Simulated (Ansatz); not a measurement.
## Converging zone-centre phonons against the mesh: BN (P6_3/mmc, 4 atoms in the cell)

```yaml
crystal:
  lattice:
    - [1.24574, -2.15768, 0.00000]
    - [1.24574, 2.15768, 0.00000]
    - [0.00000, 0.00000, 6.62670]
  atoms:
    - { symbol: B, position: [0.33333, 0.66667, 0.25000] }
    - { symbol: B, position: [0.66667, 0.33333, 0.75000] }
    - { symbol: N, position: [0.66667, 0.33333, 0.25000] }
    - { symbol: N, position: [0.33333, 0.66667, 0.75000] }
```

Method: PBE (plane waves, PAW; Ansatz, a program for electronic structure).

Base settings: basis.ecutwfc = 420 eV; kpoints.mp_grid.grid = 11 11 4; hamiltonian.xc = pbe; hamiltonian.pseudopotentials = {kind: paw} (the program's default PAW files); scf.occupations.method = fermi_dirac; scf.occupations.width = 0.01 eV.

In this ladder: scf.occupations.method = fixed; scf.occupations.width = default; phonons.method = dfpt; phonons.dielectric = true; phonons.rigid_motions = translations.

Frequencies are those of the unrelaxed cell, without the LO-TO term of polar crystals.

Only quantities that move along the ladder and can be compared are tabulated.

Core times come from one kind of shared machine, to one figure; runs under 30 s give none.

The starting cell has typed, rounded lattice constants, without a prior relaxation at this level. Its lattice was rescaled by up to half a per cent. In the base run, with a pressure of about 7 GPa the cell is away from its equilibrium volume at this level. A gap is left out here, as mesh or smearing make it unsure.

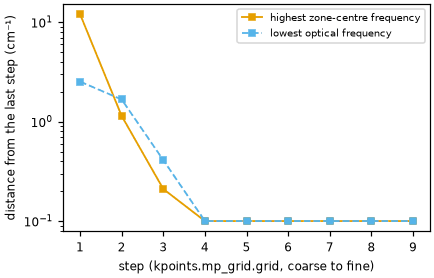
Figure. Distance from the last step along the ladder; very small values are drawn at a floor.

| kpoints.mp_grid.grid | highest zone-centre frequency (cm⁻¹) | lowest optical frequency (cm⁻¹) | core time / last (rough) |
|---|---|---|---|
| 4 4 2 | 1399.8 | 42.6 | – |
| 5 5 2 | 1388.9 | 46.8 | – |
| 6 6 2 | 1388.0 | 45.6 | – |
| 8 8 3 | 1387.7 | 45.2 | 0.06 |
| 9 9 3 | 1387.8 | 45.1 | 0.06 |
| 12 12 4 | 1387.8 | 45.1 | 0.08 |
| 14 14 5 | 1387.8 | 45.2 | 0.1 |
| 18 18 6 | 1387.8 | 45.2 | 0.3 |
| 22 22 8 | 1387.8 | 45.2 | 0.4 |
| 28 28 9 | 1387.8 | 45.2 | 1 |

Coarsest kpoints.mp_grid.grid that holds the highest zone-centre frequency within 5 cm⁻¹ of the last step, with all finer ones: 5 5 2; the step before is off by 12 cm⁻¹.

Coarsest kpoints.mp_grid.grid that holds the lowest optical frequency within 1 cm⁻¹ of the last step, with all finer ones: 6 6 2; the step before is off by 1.7 cm⁻¹.

Keys are those of Ansatz 0.2.
